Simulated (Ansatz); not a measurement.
Fields on a plane of NbN (rock salt)

```
CELL_PARAMETERS angstrom
      0.00000     2.21059     2.21059
      2.21059     0.00000     2.21059
      2.21059     2.21059     0.00000
ATOMIC_POSITIONS crystal
  N  0.00000 0.00000 0.00000
  Nb 0.50000 0.50000 0.50000
```

The slice is a {111} plane (indices of the conventional cell) through the point (0.000, 0.000, 0.000) (fractional), spanned by u = [100] and v = [-1 2 0] in vectors of this cell: u (3.13 Å) and v (5.41 Å, at 90° to u). It covers one period; positions are fractions (u, v).

Atoms on it: N at (0.00, 0.00); N at (0.50, 0.50).

Level of theory: PBE (plane waves to 420 eV, PAW, scalar-relativistic; Ansatz, a program for electronic structure). k mesh 18×18×18. These are valence fields of a PAW run, semicore shells included where kept as valence: close to a nucleus they are smooth pseudo fields. NbN is run without spin polarisation. NbN was relaxed with its symmetry unable to fall. The PAW data are Ansatz's earlier set. This is a high-temperature form of NbN.

```
|9997421000124799|
|9975320000023579|
|7754210000012457|
|5442100000001244|
|2221000000000122|
|1100000000000001|
|0000000000000000|
|0000000111000000|
|0000012222210000|
|0000124454421000|
|0001245777542100|
|0002357999753200|
|0012479999974210|
|0012579999975210|
|0012479999974210|
|0002357999753200|
|0001245777542100|
|0000124454421000|
|0000012222210000|
|0000000111000000|
|0000000000000000|
|1100000000000001|
|2221000000000122|
|5442100000001244|
|7754210000012457|
|9975320000023579|
|9997421000124799|
|9997521000125799|
```
Scale: ten equal steps from -0.66 (start of '0') to 0.54 (end of '9'), in the order '0123456789'. Values: log₁₀ of the valence density in e/Å³. The map has 16 points along u (one character each, u = 0 at the left) and 28 along v (v = 0 in the bottom row). The scale is logarithmic, as a density can span decades between atoms and voids.

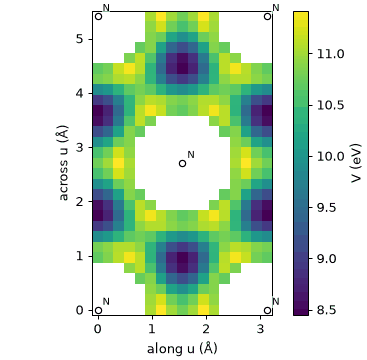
*Electrostatic potential energy of an electron, from the cell's mean, in eV, one period of the plane, atoms marked. Points within 0.9 Å of a nucleus are left white, as the pseudised field means little there. The zero, the cell's mean, hangs on the PAW cores.*
